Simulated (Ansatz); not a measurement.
The compound is K2WBr6 (started from the K2PtCl6 type) (Fm-3m).

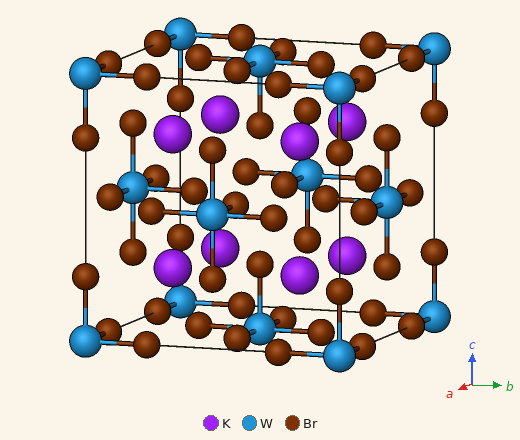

The structure (potassium purple, tungsten blue, bromine brown). Some periodic images of atoms are drawn too.

The structure was built from a prototype and need not be the compound's stable phase.

```
K W Br
1.0
     0.00000    5.27123    5.27123
     5.27123    0.00000    5.27123
     5.27123    5.27123    0.00000
K W Br
2 1 6
Cartesian
  2.6356 2.6356 2.6356
  7.9068 7.9068 7.9068
  0.0000 0.0000 0.0000
  5.2712 5.2712 2.5388
  5.2712 5.2712 8.0036
  5.2712 2.5388 5.2712
  5.2712 8.0036 5.2712
  2.5388 5.2712 5.2712
  8.0036 5.2712 5.2712
```

The structure was relaxed with PBE. The structure type comes from a generator and need not be one that this composition takes. The structure was generated from a model, not taken from a measurement. The runs that relaxed it are not among those shown. The program's search for lower electronic states was switched off, so nothing shows that the state found is the lowest. Spin-orbit coupling is left out unless a run names it. PAW set soft_2, made with PBE.

A constrained-RPA run (Ansatz 0.2.0; non-magnetic PBE; W t2g, bands v1 to c2, 2×2×2 mesh, medium accuracy) builds 3 functions on bands 0.59 eV wide, with 2.0 electrons in the window. The bare on-site interaction is 9.9 eV and the bare J 0.35 eV.

Q: What U and J survive the screening?

On the W t2g shell, U = 3.04 eV (31 % of the bare value), U′ = 2.48 eV, J = 0.24 eV.

The parent state is non-magnetic and the interaction static (zero frequency); U depends on the window and the orbitals, so it belongs to this model alone. Spin-orbit coupling, which is strong for atoms this heavy, is left out. Coarse meshes can leave U off its limit, most where the target bands are metallic.

[Paths, hosts, dates, memory and timing lines, banners, echoed tables and standing remarks are left out of the program output.]

[Logs are printed without paths, hosts, clocks, repeated set-up lines and the standing remarks that a program may print on its own settings, such as how far it seeks lower states.]

[Runs of the session that timed out or met a known fault of the program may be left out.]

[Hosts, paths, dates, database ids (printed as entryN), source tags and the programs' standing remarks are cut or masked in the printed files.]
